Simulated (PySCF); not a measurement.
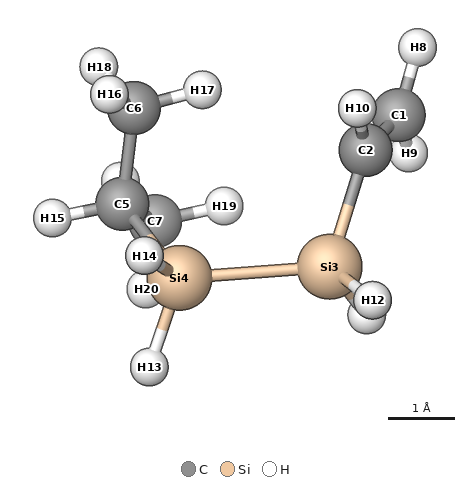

Figure 1. The structure (ball-and-stick view, seen at a tilt; atoms are numbered from 1 in the order of the input). Bond lengths as drawn: C–C 1.32 to 1.53 Å, C–H 1.08 to 1.10 Å, C–Si 1.89 to 1.92 Å, H–Si 1.47 Å and Si–Si 2.32 Å.

## NMR shielding calculation of C₅H₁₄Si₂

C₅H₁₄Si₂, SMILES C=C[SiH2][SiH2]C(C)C, computed with GIAO PBE0/pcSseg-1 NMR shielding, non-relativistic, gas phase (PySCF 2.14.0).

The geometry comes from this level: GFN2-xTB. Figures and captions count atoms from 1; the log counts them from 0 in places.

Input:
```
{"job": {"xc": "PBE0", "basis": "pcSseg-1", "kind": "nmr", "pop": false}, "charge": 0, "multiplicity": 1}
C      2.522511     1.343916    -0.053934
C      2.190102     0.245183     0.605349
Si     1.593738    -1.360129    -0.185139
Si    -0.660129    -1.726118     0.219200
C     -1.693641    -0.126286     0.003916
C     -1.388435     0.890459     1.099712
C     -1.456987     0.495215    -1.369224
H      2.844134     2.250028     0.438450
H      2.490565     1.386463    -1.131265
H      2.245231     0.265089     1.688507
H      1.922328    -1.283303    -1.616686
H      2.430064    -2.432028     0.377531
H     -1.226324    -2.723940    -0.703535
H     -0.941828    -2.236858     1.570976
H     -2.756406    -0.383771     0.075734
H     -1.574575     0.466782     2.084689
H     -0.347117     1.205778     1.052524
H     -2.013301     1.776777     0.989272
H     -0.416016     0.797296    -1.477524
H     -1.692889    -0.212647    -2.161588
H     -2.079943     1.379034    -1.507437
```

The first line tells a small driver script what to run in PySCF; the rest is the geometry in Å.

Run as:
```bash
OMP_NUM_THREADS=1 python <driver script> task.json out
```

The program's output:
```
coarse grid: 17360 points
cycle   1  E = -777.2784505656  dE =  3.026e-01  |g| = 4.574e-01  |ddm| = 3.900e+00
cycle   2  E = -777.2557681025  dE =  2.268e-02  |g| = 5.427e-01  |ddm| = 8.863e-01
cycle   3  E = -777.3350621958  dE = -7.929e-02  |g| = 4.943e-02  |ddm| = 5.424e-01
cycle   4  E = -777.3355596439  dE = -4.974e-04  |g| = 2.552e-02  |ddm| = 6.884e-02
cycle   5  E = -777.3357079156  dE = -1.483e-04  |g| = 7.689e-03  |ddm| = 2.479e-02
cycle   6  E = -777.3357229239  dE = -1.501e-05  |g| = 2.707e-03  |ddm| = 9.061e-03
cycle   7  E = -777.3357247239  dE = -1.800e-06  |g| = 3.668e-04  |ddm| = 2.301e-03
final grid: 155104 points
cycle   8  E = -777.3765385238  dE = -4.087e-05  |g| = 8.544e-03  |ddm| = 3.047e-02
cycle   9  E = -777.3765288584  dE =  9.665e-06  |g| = 1.041e-02  |ddm| = 1.657e-02
cycle  10  E = -777.3765576584  dE = -2.880e-05  |g| = 7.306e-04  |ddm| = 9.722e-03
cycle  11  E = -777.3765577767  dE = -1.183e-07  |g| = 2.347e-04  |ddm| = 8.658e-04
cycle  12  E = -777.3765577893  dE = -1.253e-08  |g| = 5.904e-05  |ddm| = 2.183e-04
cycle  13  E = -777.3765577900  dE = -7.001e-10  |g| = 3.283e-05  |ddm| = 9.186e-05
cycle  14  E = -777.3765577903  dE = -2.851e-10  |g| = 4.928e-06  |ddm| = 2.889e-05
```

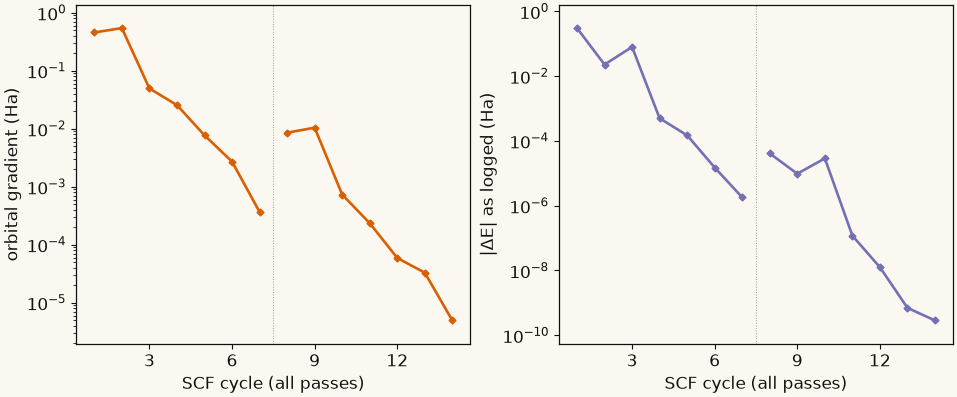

Figure 2. Convergence of the self-consistent field: orbital gradient and size of the energy change against the SCF cycle. The dotted line marks the change from a coarse to the final integration grid. The first 7 cycles use a coarse grid, the final grid takes over at cycle 8, and the field converges after 14 cycles in all.

```
converged SCF energy = -777.3765577903

GIAO shielding tensors (ppm)
atom      isotropic    diamagn.    paramagn.     s11        s22        s33       span
  0 C       42.704     253.697    -210.994    -82.737     49.994    160.854    243.591
  1 C       45.733     262.357    -216.625    -73.664     30.678    180.184    253.847
  2 Si     425.171     881.151    -455.980    386.003    414.414    475.095     89.091
  3 Si     418.106     881.752    -463.646    385.216    393.627    475.473     90.257
  4 C      170.059     251.958     -81.899    166.315    169.648    174.214      7.899
  5 C      164.150     250.195     -86.045    149.730    159.238    183.481     33.751
  6 C      164.399     250.325     -85.926    152.471    156.386    184.339     31.867
  7 H       25.260      29.061      -3.802     21.620     25.011     29.147      7.527
  8 H       25.376      31.745      -6.369     21.058     25.290     29.780      8.722
  9 H       25.233      31.955      -6.722     22.307     25.727     27.666      5.358
 10 H       27.411      30.128      -2.717     24.995     25.457     31.780      6.785
 11 H       27.405      28.794      -1.389     24.185     25.145     32.887      8.702
 12 H       27.847      30.392      -2.545     24.415     25.656     33.469      9.054
 13 H       27.815      30.652      -2.837     24.378     25.717     33.348      8.971
 14 H       30.396      31.819      -1.423     26.703     27.355     37.129     10.426
 15 H       30.552      31.870      -1.318     26.241     28.284     37.131     10.890
 16 H       30.361      34.068      -3.706     24.706     29.986     36.392     11.685
 17 H       30.615      31.366      -0.750     26.353     27.787     37.706     11.353
 18 H       30.770      33.863      -3.094     26.070     30.557     35.682      9.612
 19 H       30.355      31.446      -1.091     26.006     28.132     36.926     10.920
 20 H       30.445      31.163      -0.717     26.193     27.608     37.535     11.342
```

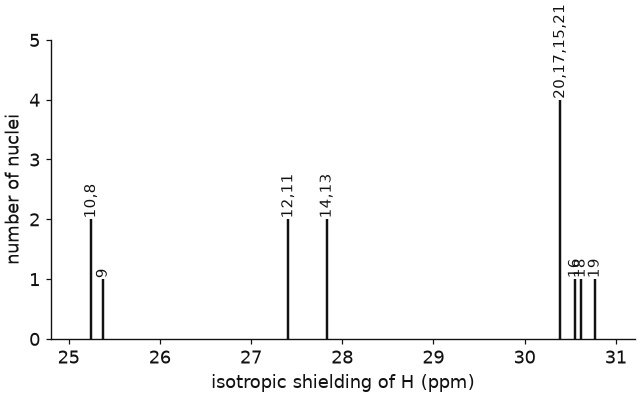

Figure 3. Isotropic shieldings of the hydrogen nuclei in this fixed geometry, labelled by atom number; shielding grows to the right, so chemical shift grows to the left. The least shielded is H10 (25.2 ppm), the most shielded H19 (30.8 ppm).

Results in brief:

```json
{"quantity": "outcome", "value": "converged"}
{"quantity": "total energy", "value": "−777.376558 hartree"}
{"quantity": "HOMO", "value": "−7.53 eV"}
{"quantity": "LUMO", "value": "−0.50 eV"}
{"quantity": "dipole moment", "value": "1.03 D"}
{"quantity": "isotropic shielding, C", "value": "42.7 to 170.1 ppm"}
{"quantity": "isotropic shielding, Si", "value": "418.1 to 425.2 ppm"}
{"quantity": "isotropic shielding, H", "value": "25.2 to 30.8 ppm"}
{"quantity": "hardware", "value": "1 CPU thread, shared host"}
{"quantity": "wall time", "value": "29 s"}
{"quantity": "peak memory", "value": "0.96 GiB"}
```
